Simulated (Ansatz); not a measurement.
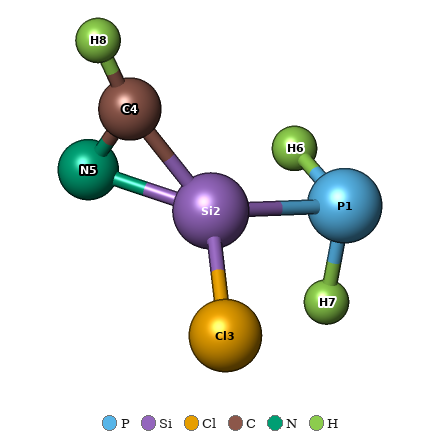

The system is CH3ClNPSi, SMILES P[Si]1(Cl)C=N1; the picture shows the reference structure. The first coordinate is: angle H6–P1–Si2; the second: dihedral H6–P1–Si2–C4. Nothing is relaxed (all other coordinates rigid). The grid has 15 × 15 points. Points are written as (first, second). All energies are given in kJ/mol relative to the relaxed molecule at the same level. Method: Ansatz 0.2.0, RHF/def2-SVP.

Its coordinates:

```yaml
atoms:
  - { symbol: P, position_ang: [0.6445, 1.8346, -0.2023] }
  - { symbol: Si, position_ang: [0.3681, -0.3593, 0.1812] }
  - { symbol: Cl, position_ang: [2.2231, -1.2450, 0.3288] }
  - { symbol: C, position_ang: [-1.0792, -1.1386, 0.8118] }
  - { symbol: N, position_ang: [-0.9626, -1.3138, -0.4433] }
  - { symbol: H, position_ang: [-0.6181, 2.0115, -0.8074] }
  - { symbol: H, position_ang: [1.3750, 1.6655, -1.3983] }
  - { symbol: H, position_ang: [-1.8587, -1.5121, 1.4736] }
```

Range: angle H6–P1–Si2 from 49.9 to 139.9°; dihedral H6–P1–Si2–C4 from −180 to 156°.

Question: Predict the map.

Answer: The lowest grid point is at (94.9°, −36°), 0.26 kJ/mol from the relaxed molecule at the same level. There is a further well near (94.9°, 108°) (2.3 kJ/mol above the lowest at that grid point). The highest grid point, (49.9°, 156°), lies 171 kJ/mol above the lowest. On the interpolated surface the easiest way out of the lowest well to the well at about (94°, 100°) passes a barrier of about 6.2 kJ/mol, counted from the interpolated bottom of the well. Round the minimum the two coordinates are weakly coupled (coupling 0.08 in units of the two stiffnesses).

```
dihedral H6–P1–Si2–C4 ↓, angle H6–P1–Si2 →  49.9  56.3  62.8  69.2  75.6  82.1  88.5  94.9  101.3  107.8  114.2  120.6  127.1  133.5  139.9
                                       156   171   126    87    57    35    19     9     6      8     16     28     44     64     87    113
                                       132   154   112    78    50    30    15     7     5      7     15     27     43     63     86    111
                                       108   134    97    66    42    24    12     4     3      6     13     25     41     61     84    109
                                        84   128    93    64    42    24    12     5     3      6     14     26     42     62     84    109
                                        60   135    99    70    47    29    16     9     7     10     17     29     45     65     87    112
                                        36   145   107    76    52    33    20    12    10     12     20     32     48     68     91    116
                                        12   149   109    77    51    32    18    11     8     11     19     31     47     67     91    117
                                       −12   146   105    72    47    27    14     6     4      6     14     26     43     63     87    113
                                       −36   142   101    69    43    24    10     3     0      3     10     22     38     58     81    107
                                       −60   139   100    69    44    25    12     4     1      3     10     21     37     56     78    104
                                       −84   135    99    70    46    28    15     7     4      6     13     24     39     58     79    104
                                      −108   132    98    69    47    29    17     9     6      8     15     26     41     60     82    106
                                      −132   135    99    70    46    28    15     8     5      8     15     26     42     61     83    108
                                      −156   149   109    76    49    29    15     7     4      7     14     26     42     62     84    110
                                      −180   168   123    85    56    33    18     9     5      8     15     27     43     63     86    112
```

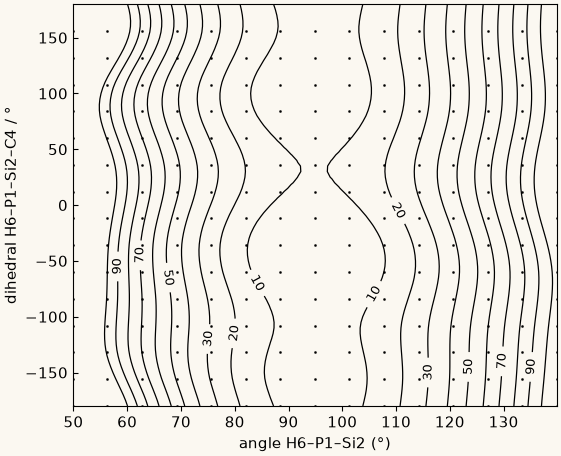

The picture shows contour lines labelled in kJ/mol (none above 100), dots at the grid points. Between grid points the surface is interpolated.

The whole map (225 points run) took 15 min on 1 thread of Arm Neoverse N1, on a shared host.
